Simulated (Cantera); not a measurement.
Input: 1 mol (CH3)2SiCl2, 0.018 mol C2H4, 2.4 mol H2, equilibrated at 1.00 bar.

Equilibrium computed with Cantera from the NASA thermochemical tables; the gas is ideal and each condensed phase is pure. Candidate condensed phases: C, C6H6, C7H8, C8H18, Si, SiC; 109 gas species. The feed counts by its element totals alone. The tables' values for SiCl3, SiCl are old estimates; treat these amounts as uncertain. Gases not in the tables: Si2H6 and higher silanes. Rates play no part.

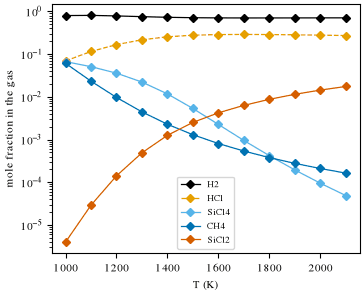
Fig. 1. Equilibrium gas composition (values under 1e-9 drawn at 1e-9)

From 1000 K to 2100 K the condensed part is C(graphite) + SiC(s). The main Si-bearing gas is SiCl4 at 1000 K and SiCl2 at 2100 K. The share of Si in condensed phases is highest at 1600 K (94.0 %) and lowest at 1000 K (59.1 %).
